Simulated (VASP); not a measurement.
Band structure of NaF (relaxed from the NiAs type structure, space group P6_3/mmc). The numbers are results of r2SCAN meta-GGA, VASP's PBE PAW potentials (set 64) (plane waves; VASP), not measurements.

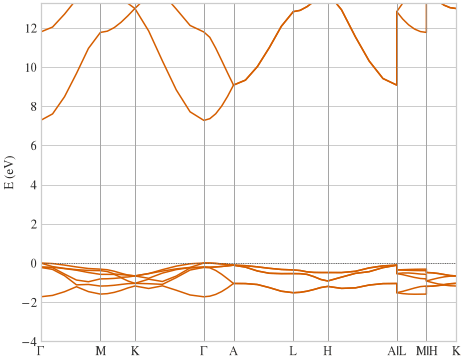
Bands along high-symmetry lines, zero at the valence-band maximum or, without a gap, the Fermi level

Task: Read the plot: is there a gap, and where are the band edges?

Result: The gap is direct, 7.28 eV, from the valence maximum at Γ to the conduction minimum at Γ.

The structure was generated: NaF was put into the NiAs type type (P6_3/mmc), which need not be its known phase. It was relaxed first, which changed the volume by -11 %.
